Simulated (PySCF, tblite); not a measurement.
# C₃H₅NOSi: dynamics, then NMR shifts and electronic excitations on frames, part 1 of 2

Aim: move C₃H₅NOSi (`N#C/C=C\O[SiH3]`) away from its starting geometry and see how NMR shifts and electronic excitations follow the geometry.

Computed with tblite 0.8.0 and PySCF 2.14.0, with density-fitted response routines of our own, on a single molecule in the gas phase. Atoms count from 0, in the outputs and in this text.

## 1. Starting geometry

11 atoms, charge 0, multiplicity 1; geometry from: GFN2-xTB.

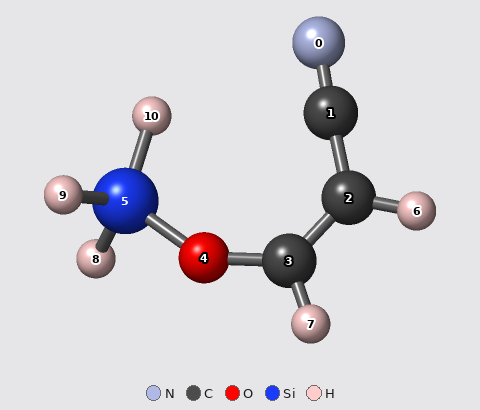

As it starts; nitrogen light blue, carbon dark grey, oxygen red, silicon blue, hydrogen pink, atoms numbered.

## 2. Dynamics with GFN2-xTB

What the job is given:

```
{"job": {"kind": "md", "xc": "GFN2-xTB", "basis": "xTB", "temperature": 600, "steps": 2000, "every": 50, "frames": 5}, "charge": 0, "multiplicity": 1}
N     -1.158419     2.428489    -0.199394
C     -1.366402     1.299794    -0.158493
C     -1.668125    -0.068006    -0.120570
C     -0.768773    -1.061790    -0.077264
O      0.545622    -0.980535    -0.056119
Si     1.808159     0.042088     0.158411
H     -2.720619    -0.309650    -0.140513
H     -1.121617    -2.091037    -0.069109
H      2.393122    -0.441739     1.406370
H      2.621184    -0.261183    -1.013408
H      1.441292     1.446239     0.244126
```

With the program's defaults for keys left out, this is: GFN2-xTB Langevin dynamics, gas phase.

The run is started by

```console
$ OMP_NUM_THREADS=1 python probes_run.py task.json out
```

One launch serves the whole session: the jobs run in the order shown.

Log:

```text
t/fs     T/K      E/eV
    0.0   526.4   -481.05491
   25.0   312.6   -480.50054
   50.0   449.7   -480.43163
   75.0   427.3   -480.50261
  100.0   480.7   -480.53381
  125.0   294.7   -480.46387
  150.0   499.7   -480.46351
  175.0   363.3   -480.17512
  200.0   588.8   -480.58694
  225.0   407.3   -480.31598
  250.0   447.0   -480.51367
  275.0   733.8   -480.58618
  300.0   598.5   -480.19632
  325.0   780.4   -480.45443
  350.0   763.5   -480.62620
  375.0   578.5   -480.29656
  400.0   635.0   -480.48161
  425.0   717.4   -480.61530
  450.0   525.8   -480.30896
  475.0   827.0   -480.29222
  500.0   593.9   -480.21784
  525.0   629.9   -480.15874
  550.0   722.5   -480.42217
  575.0   803.1   -480.46484
  600.0   526.2   -480.24563
  625.0   497.4   -480.37030
  650.0   430.2   -480.42643
  675.0   584.5   -480.60566
  700.0   485.9   -480.53582
  725.0   604.3   -480.78512
  750.0   511.6   -480.45415
  775.0   714.9   -480.42636
  800.0   796.1   -480.39425
  825.0   723.6   -480.60674
  850.0   882.6   -480.66633
  875.0   596.8   -480.48181
  900.0   465.8   -480.49124
  925.0   390.5   -480.45113
  950.0   565.6   -480.54776
  975.0   596.2   -480.46485
 1000.0   511.0   -480.46244
```

It took 6.5 s on 1 thread of Intel Xeon 6975P-C, shared host; peak memory 0.18 GiB.

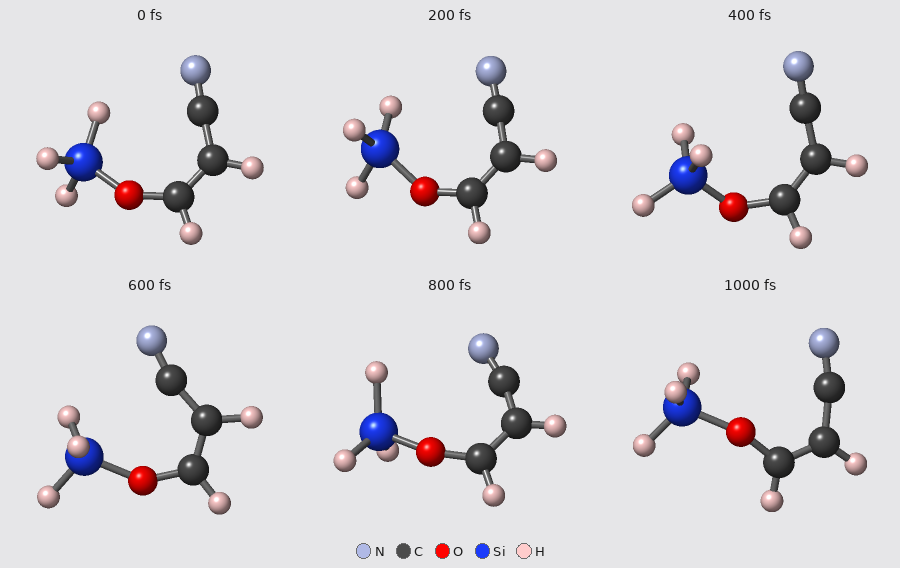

Frames of the run.

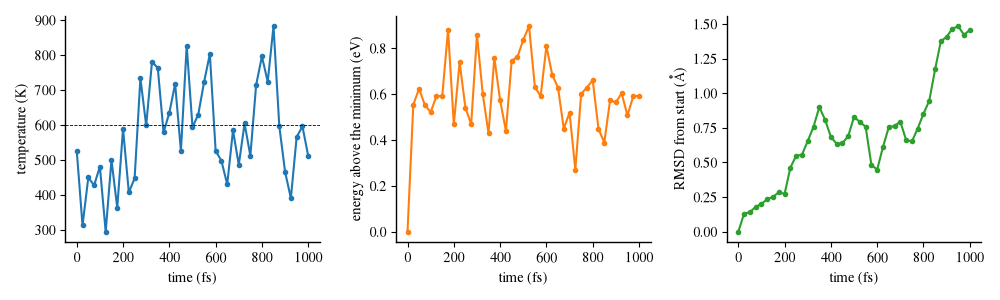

Temperature, potential energy and distance from the start.

Positions (Å) and forces (eV/Å) at 1000 fs:

```xyz
11

N    -1.554    1.250   -0.544   -0.788   -3.943    1.221
C    -1.681    0.123   -0.202    0.999    2.402   -0.987
C    -1.522   -1.244    0.244   -0.913    1.415    0.585
C    -0.361   -1.874    0.007    1.011    1.878   -0.930
O     0.567   -1.309   -0.839   -0.276   -0.940    0.664
Si    2.100   -0.705   -1.176   -1.347   -0.427    0.897
H    -2.289   -1.614    0.971    0.831    0.225   -0.930
H    -0.129   -2.744    0.582    0.434   -0.628   -0.252
H     2.101   -0.805   -2.642   -0.043    0.213    0.370
H     2.055    0.525   -0.346    0.179   -0.171   -0.547
H     3.159   -1.552   -0.602   -0.087   -0.022   -0.093
```

## 3. Nuclear shieldings: 250 fs, PBE0/pcSseg-1

What the job is given:

```
{"job": {"kind": "nmr", "xc": "PBE0", "basis": "pcSseg-1", "pop": false}, "charge": 0, "multiplicity": 1}
N     -1.621800     1.884000    -0.480000
C     -1.637700     0.723300    -0.347200
C     -1.821800    -0.640700    -0.371000
C     -0.991700    -1.635600     0.169700
O      0.217600    -1.642000     0.608300
Si     1.404200    -0.367400     0.191900
H     -2.844400    -0.925300    -0.601700
H     -1.385700    -2.696600     0.165800
H      2.464500    -1.047800     0.910900
H      1.199000    -0.182100    -1.187100
H      1.183100     0.924400     0.815300
```

Method: GIAO PBE0/pcSseg-1 NMR shielding, non-relativistic, gas phase.

Log:

```text
coarse grid: 10136 points
cycle   1  E = -536.1703283371  dE =  7.585e-01  |g| = 6.668e-01  |ddm| = 3.111e+00
cycle   2  E = -535.9382222053  dE =  2.321e-01  |g| = 1.250e+00  |ddm| = 1.528e+00
cycle   3  E = -536.2529288771  dE = -3.147e-01  |g| = 2.140e-01  |ddm| = 1.096e+00
cycle   4  E = -536.2620936632  dE = -9.165e-03  |g| = 7.535e-02  |ddm| = 1.835e-01
cycle   5  E = -536.2631821220  dE = -1.088e-03  |g| = 2.090e-02  |ddm| = 6.392e-02
cycle   6  E = -536.2632675925  dE = -8.547e-05  |g| = 8.089e-03  |ddm| = 2.303e-02
cycle   7  E = -536.2632821990  dE = -1.461e-05  |g| = 2.399e-03  |ddm| = 8.286e-03
cycle   8  E = -536.2632836286  dE = -1.430e-06  |g| = 4.145e-04  |ddm| = 2.260e-03
final grid: 94616 points
cycle   9  E = -536.3062829720  dE = -1.013e-05  |g| = 8.345e-03  |ddm| = 1.909e-02
cycle  10  E = -536.3062584142  dE =  2.456e-05  |g| = 1.412e-02  |ddm| = 1.492e-02
cycle  11  E = -536.3062950556  dE = -3.664e-05  |g| = 1.577e-03  |ddm| = 1.083e-02
cycle  12  E = -536.3062956592  dE = -6.036e-07  |g| = 3.381e-04  |ddm| = 1.524e-03
cycle  13  E = -536.3062956840  dE = -2.477e-08  |g| = 9.050e-05  |ddm| = 3.306e-04
cycle  14  E = -536.3062956858  dE = -1.804e-09  |g| = 4.471e-05  |ddm| = 1.108e-04
cycle  15  E = -536.3062956862  dE = -3.611e-10  |g| = 1.818e-05  |ddm| = 3.848e-05
converged SCF energy = -536.3062956862

GIAO shielding tensors (ppm)
atom      isotropic    diamagn.    paramagn.     s11        s22        s33       span
  0 N      -68.446     339.944    -408.390   -254.509   -157.569    206.741    461.249
  1 C       62.239     259.933    -197.694    -53.805    -51.400    291.920    345.725
  2 C      107.993     257.843    -149.850     20.711    146.760    156.508    135.797
  3 C        6.369     245.347    -238.978   -108.783     19.995    107.895    216.677
  4 O      153.679     398.870    -245.190     19.364     98.716    342.958    323.594
  5 Si     353.935     880.228    -526.293    291.575    318.005    452.227    160.652
  6 H       26.834      27.576      -0.742     23.575     28.148     28.778      5.203
  7 H       23.996      26.267      -2.272     20.152     25.120     26.715      6.563
  8 H       26.398      29.444      -3.046     22.742     25.350     31.102      8.360
  9 H       26.830      31.910      -5.080     24.429     25.464     30.596      6.167
 10 H       26.096      31.729      -5.633     22.894     25.813     29.582      6.688
```

Run time: 9.8 s. Hardware: 1 thread of Intel Xeon 6975P-C, shared host; peak memory 0.65 GiB.

Shifts follow as δ = σ(reference) − σ, with reference shieldings (ppm) from runs at the same level and on the same kind of geometry: ¹H TMS 31.72, ¹³C TMS 186.9, ²⁹Si TMS 349.2, ¹⁵N NH3 267.7, ¹⁷O H2O 336.1. The references are single molecules in the gas phase, so shifts against H2O, NH3, PH3, H3PO4 or CFCl3 are not on the usual liquid scales and can be off by tens of ppm. Each atom is listed at this fixed geometry, with no averaging over motion; a spectrum would average atoms that exchange fast.

```tsv
atoms	environment	σ (ppm)	δ (ppm)
C3	alkene carbon bearing oxygen	6.4	180.6
C1	nitrile carbon	62.2	124.7
C2	β carbon of an enol-ether or enamine type C=C	108.0	78.9
H7	hydrogen on an alkene carbon bearing oxygen	24.00	7.72
H10	hydrogen on a silicon bonded to O	26.10	5.62
H8	hydrogen on a silicon bonded to O	26.40	5.32
H9	hydrogen on a silicon bonded to O	26.83	4.89
H6	hydrogen on a β carbon of an enol-ether or enamine type C=C	26.83	4.88
N0	nitrile nitrogen	-68.4	336.2
O4	oxygen bonded to C, Si	153.7	182.4
Si5	silicon bonded to O, 3 H	353.9	-4.8
```

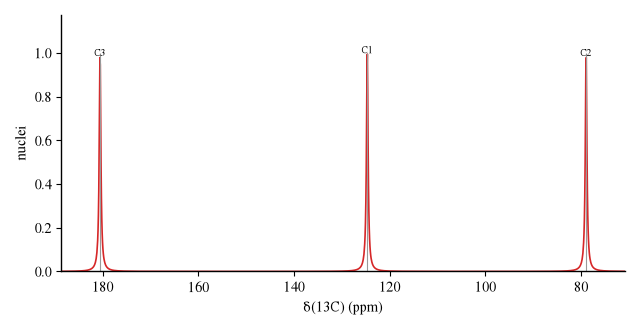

¹³C lines at the computed shifts, without couplings. Lines are broadened to a width of 0.41 ppm (Lorentzian).

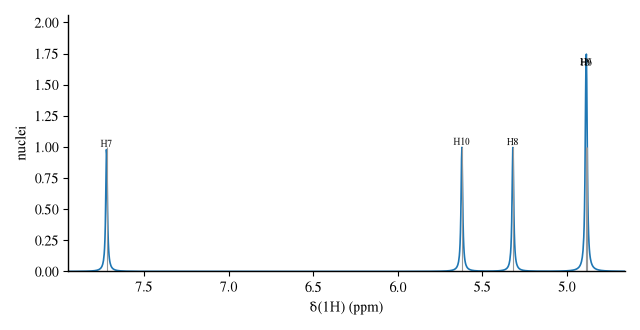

¹H lines at the computed shifts, without couplings. Lines are broadened to a width of 0.01 ppm (Lorentzian).

The fields below are evaluated on a grid from the run's orbitals.

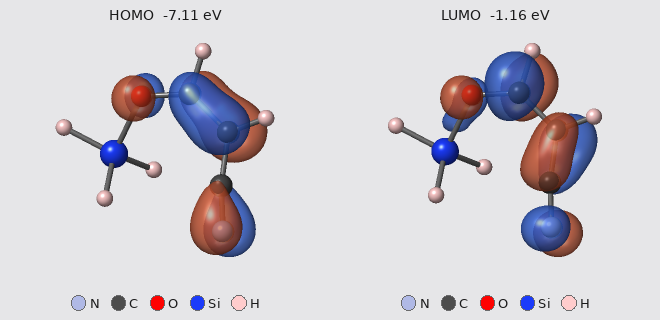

Frontier orbitals at PBE0/pcSseg-1; each surface holds 70 % of the orbital's density, blue and red mark the sign.

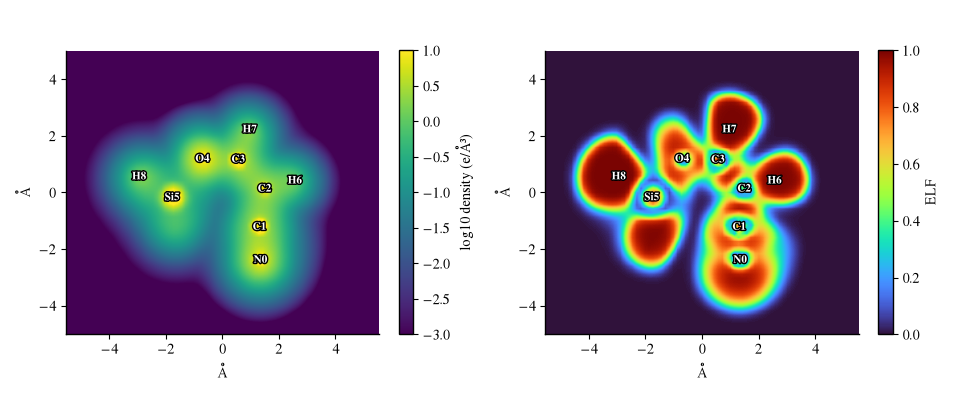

Density (left) and ELF (right) in a plane through or near 9 of the atoms.

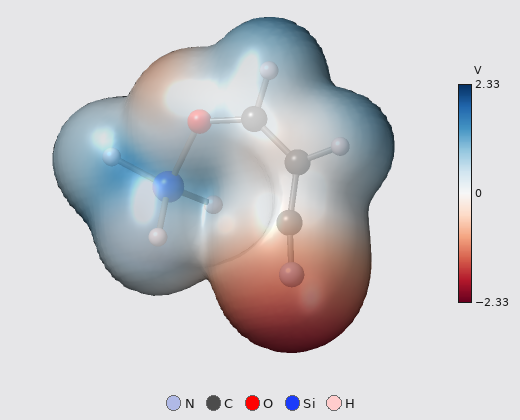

The potential that a unit positive charge feels on the 0.002 e/bohr³ surface, from -1.90 V near N0 to 2.33 V near Si5.

## 4. TDDFT and polarisability: 250 fs, PBE0/def2-SVPD

Settings changed since step 3:

```diff
@@ -1,2 +1,2 @@
-{"job": {"kind": "nmr", "xc": "PBE0", "basis": "pcSseg-1", "pop": false}, "charge": 0, "multiplicity": 1}
+{"job": {"kind": "uv", "xc": "PBE0", "basis": "def2-SVPD", "nstates": 5, "ntriplets": 0}, "charge": 0, "multiplicity": 1}
 N     -1.621800     1.884000    -0.480000
```

Method: TDDFT PBE0/def2-SVPD, vertical, gas phase, core orbitals frozen in the response.

Log:

```text
coarse grid: 10136 points
cycle   1  E = -535.9212536858  dE =  7.169e-01  |g| = 6.354e-01  |ddm| = 4.349e+00
cycle   2  E = -535.6899906336  dE =  2.313e-01  |g| = 1.218e+00  |ddm| = 1.984e+00
cycle   3  E = -536.0006974508  dE = -3.107e-01  |g| = 2.019e-01  |ddm| = 1.443e+00
cycle   4  E = -536.0090585679  dE = -8.361e-03  |g| = 7.329e-02  |ddm| = 2.691e-01
cycle   5  E = -536.0101149572  dE = -1.056e-03  |g| = 1.994e-02  |ddm| = 9.430e-02
cycle   6  E = -536.0101997103  dE = -8.475e-05  |g| = 8.021e-03  |ddm| = 3.433e-02
cycle   7  E = -536.0102148063  dE = -1.510e-05  |g| = 2.189e-03  |ddm| = 1.227e-02
cycle   8  E = -536.0102160504  dE = -1.244e-06  |g| = 3.602e-04  |ddm| = 3.454e-03
final grid: 94616 points
cycle   9  E = -536.0827773817  dE = -9.404e-06  |g| = 7.462e-03  |ddm| = 6.598e-02
cycle  10  E = -536.0827555132  dE =  2.187e-05  |g| = 1.285e-02  |ddm| = 2.029e-02
cycle  11  E = -536.0827879840  dE = -3.247e-05  |g| = 1.436e-03  |ddm| = 1.332e-02
cycle  12  E = -536.0827885216  dE = -5.376e-07  |g| = 2.872e-04  |ddm| = 2.136e-03
cycle  13  E = -536.0827885405  dE = -1.895e-08  |g| = 9.350e-05  |ddm| = 5.204e-04
cycle  14  E = -536.0827885419  dE = -1.420e-09  |g| = 6.231e-05  |ddm| = 1.730e-04
cycle  15  E = -536.0827885427  dE = -8.145e-10  |g| = 1.473e-05  |ddm| = 7.839e-05
converged SCF energy = -536.0827885427

Static polarisability (au): isotropic 71.884, principal 50.279 72.821 92.550

Singlet excitations
state   eV       nm        f      main configurations
  1   4.8667    254.8   0.00181   H->L+1 0.93
  2   5.4713    226.6   0.27496   H->L 0.89
  3   5.9961    206.8   0.00154   H->L+2 0.65, H->L+3 0.18
  4   6.2162    199.5   0.00431   H-1->L 0.88
  5   6.5933    188.0   0.00951   H->L+3 0.68, H->L+2 0.23
```

Run time: 12 s. Hardware: 1 thread of Intel Xeon 6975P-C, shared host; peak memory 0.73 GiB.

The orbitals next to the gap, with their largest atomic shares:

```tsv
orbital	eV	atoms
HOMO−3	-10.18	N0 37 %, Si5 16 %, C1 15 %
HOMO−2	-10.02	N0 38 %, O4 20 %, C1 15 %
HOMO−1	-9.15	N0 38 %, C1 26 %, O4 8 %
HOMO	-7.15	C2 29 %, N0 20 %, C3 18 %
LUMO	-1.25	C3 32 %, C2 17 %, N0 15 %
LUMO+1	-1.04	Si5 41 %, H9 11 %, H8 10 %
LUMO+2	0.35	Si5 17 %, N0 14 %, C1 13 %
```

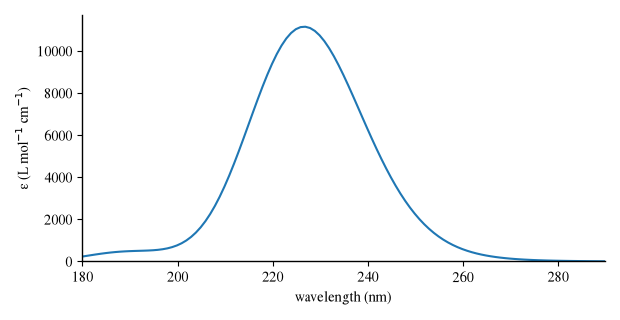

Absorption spectrum: each of the 5 states is a Gaussian band of 0.4 eV half-width at 1/e. Beyond the last state computed it falls off for lack of states.

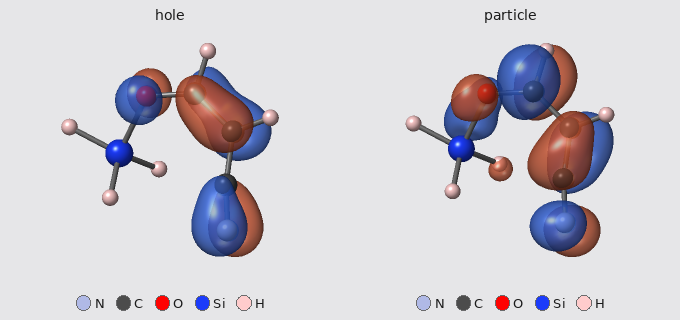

Leading natural transition orbitals of singlet state 2: the electron leaves the hole (left) for the particle orbital (right).

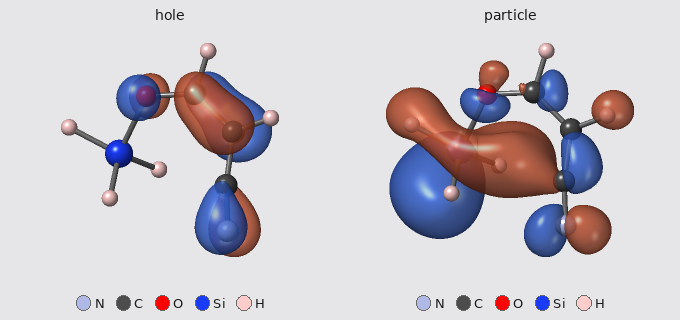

Leading natural transition orbitals of singlet state 1: the electron leaves the hole (left) for the particle orbital (right).

Ground-state properties from the same run:

```tsv
property	computed
dipole moment (D)	3.88
polarisability (Å³)	10.65
HOMO–LUMO gap (eV)	5.91
−ε(HOMO) (eV)	7.15
```

## 5. Shielding tensors: 425 fs, PBE0/pcSseg-1

What the job is given:

```
{"job": {"kind": "nmr", "xc": "PBE0", "basis": "pcSseg-1", "pop": false}, "charge": 0, "multiplicity": 1}
N     -1.302100     1.181200    -0.937900
C     -1.278600     0.175000    -0.382800
C     -1.560100    -0.921800     0.417900
C     -0.909300    -1.927300     0.941300
O      0.446400    -2.107900     0.848800
Si     1.735300    -1.439000    -0.083600
H     -2.667000    -0.893900     0.634700
H     -1.361000    -2.631400     1.691700
H      2.596400    -2.527200     0.306200
H      1.274700    -1.535300    -1.520000
H      2.220400    -0.133200     0.202900
```

Method: GIAO PBE0/pcSseg-1 NMR shielding, non-relativistic, gas phase.

Log:

```text
coarse grid: 10136 points
cycle   1  E = -536.1672901598  dE =  7.786e-01  |g| = 6.924e-01  |ddm| = 3.138e+00
cycle   2  E = -535.9234971417  dE =  2.438e-01  |g| = 1.299e+00  |ddm| = 1.641e+00
cycle   3  E = -536.2565052407  dE = -3.330e-01  |g| = 1.828e-01  |ddm| = 1.176e+00
cycle   4  E = -536.2628402124  dE = -6.335e-03  |g| = 8.127e-02  |ddm| = 1.689e-01
cycle   5  E = -536.2640958740  dE = -1.256e-03  |g| = 2.464e-02  |ddm| = 6.971e-02
cycle   6  E = -536.2642168404  dE = -1.210e-04  |g| = 8.013e-03  |ddm| = 2.460e-02
cycle   7  E = -536.2642306610  dE = -1.382e-05  |g| = 2.276e-03  |ddm| = 8.061e-03
cycle   8  E = -536.2642319773  dE = -1.316e-06  |g| = 3.717e-04  |ddm| = 2.159e-03
final grid: 94616 points
cycle   9  E = -536.3082867327  dE = -7.956e-06  |g| = 8.904e-03  |ddm| = 1.778e-02
cycle  10  E = -536.3082603295  dE =  2.640e-05  |g| = 1.496e-02  |ddm| = 1.627e-02
cycle  11  E = -536.3083007398  dE = -4.041e-05  |g| = 1.330e-03  |ddm| = 1.139e-02
cycle  12  E = -536.3083011508  dE = -4.109e-07  |g| = 3.374e-04  |ddm| = 1.304e-03
cycle  13  E = -536.3083011748  dE = -2.403e-08  |g| = 1.287e-04  |ddm| = 3.691e-04
cycle  14  E = -536.3083011776  dE = -2.846e-09  |g| = 6.283e-05  |ddm| = 1.246e-04
cycle  15  E = -536.3083011785  dE = -8.511e-10  |g| = 1.258e-05  |ddm| = 4.901e-05
converged SCF energy = -536.3083011785

GIAO shielding tensors (ppm)
atom      isotropic    diamagn.    paramagn.     s11        s22        s33       span
  0 N      -62.821     341.036    -403.857   -231.342   -184.107    226.986    458.328
  1 C       68.759     261.035    -192.276    -44.333    -42.909    293.520    337.853
  2 C      106.902     257.374    -150.472     26.341    133.021    161.346    135.005
  3 C       24.575     248.576    -224.001    -79.472     48.761    104.436    183.908
  4 O      184.146     395.985    -211.839     54.460    170.436    327.542    273.082
  5 Si     369.508     878.816    -509.308    317.629    343.341    447.555    129.926
  6 H       26.320      26.438      -0.118     21.859     28.124     28.977      7.118
  7 H       24.256      26.139      -1.883     20.871     25.562     26.335      5.464
  8 H       26.638      28.713      -2.075     22.395     25.715     31.803      9.408
  9 H       25.700      29.230      -3.531     23.074     24.639     29.386      6.312
 10 H       26.647      31.017      -4.370     23.829     25.188     30.925      7.096
```

Run time: 6.8 s. Hardware: 1 thread of Intel Xeon 6975P-C, shared host; peak memory 0.68 GiB.

This run: δ C3 162.3, C1 118.2, C2 80.0, N0 330.5, H7 7.46, H9 6.02 ppm.

## 6. Ultraviolet spectrum: 425 fs, PBE0/def2-SVPD

Settings changed since step 5:

```diff
@@ -1,2 +1,2 @@
-{"job": {"kind": "nmr", "xc": "PBE0", "basis": "pcSseg-1", "pop": false}, "charge": 0, "multiplicity": 1}
+{"job": {"kind": "uv", "xc": "PBE0", "basis": "def2-SVPD", "nstates": 5, "ntriplets": 0}, "charge": 0, "multiplicity": 1}
 N     -1.302100     1.181200    -0.937900
```

With the program's defaults for keys left out, this is: TDDFT PBE0/def2-SVPD, vertical, gas phase, core orbitals frozen in the response.

Log:

```text
coarse grid: 10136 points
cycle   1  E = -535.9172734465  dE =  7.371e-01  |g| = 6.570e-01  |ddm| = 4.607e+00
cycle   2  E = -535.6754008507  dE =  2.419e-01  |g| = 1.263e+00  |ddm| = 2.147e+00
cycle   3  E = -536.0027675507  dE = -3.274e-01  |g| = 1.690e-01  |ddm| = 1.525e+00
cycle   4  E = -536.0082462468  dE = -5.479e-03  |g| = 7.901e-02  |ddm| = 2.575e-01
cycle   5  E = -536.0094741153  dE = -1.228e-03  |g| = 2.324e-02  |ddm| = 1.082e-01
cycle   6  E = -536.0095894163  dE = -1.153e-04  |g| = 7.768e-03  |ddm| = 3.673e-02
cycle   7  E = -536.0096030423  dE = -1.363e-05  |g| = 2.084e-03  |ddm| = 1.303e-02
cycle   8  E = -536.0096042029  dE = -1.161e-06  |g| = 3.088e-04  |ddm| = 3.755e-03
final grid: 94616 points
cycle   9  E = -536.0832416114  dE = -7.670e-06  |g| = 7.974e-03  |ddm| = 7.163e-02
cycle  10  E = -536.0832176039  dE =  2.401e-05  |g| = 1.369e-02  |ddm| = 2.131e-02
cycle  11  E = -536.0832538887  dE = -3.628e-05  |g| = 1.255e-03  |ddm| = 1.398e-02
cycle  12  E = -536.0832542858  dE = -3.970e-07  |g| = 3.160e-04  |ddm| = 2.053e-03
cycle  13  E = -536.0832543074  dE = -2.166e-08  |g| = 1.270e-04  |ddm| = 6.152e-04
cycle  14  E = -536.0832543103  dE = -2.906e-09  |g| = 5.302e-05  |ddm| = 1.833e-04
cycle  15  E = -536.0832543110  dE = -6.428e-10  |g| = 1.204e-05  |ddm| = 8.271e-05
converged SCF energy = -536.0832543110

Static polarisability (au): isotropic 71.607, principal 51.032 72.176 91.614

Singlet excitations
state   eV       nm        f      main configurations
  1   5.5485    223.5   0.01707   H->L+1 0.83, H->L 0.11
  2   5.8503    211.9   0.26997   H->L 0.80, H->L+1 0.09
  3   6.3138    196.4   0.00195   H-1->L 0.87
  4   6.5561    189.1   0.00761   H->L+2 0.80
  5   7.0149    176.7   0.00184   H-2->L 0.75
```

Wall time 9.8 s (1 thread of Intel Xeon 6975P-C, shared host); peak memory 0.73 GiB.

Key values: HOMO -7.66 eV, LUMO -1.29 eV; lowest singlet 5.55 eV.

(Continued in part 2 of 2.)
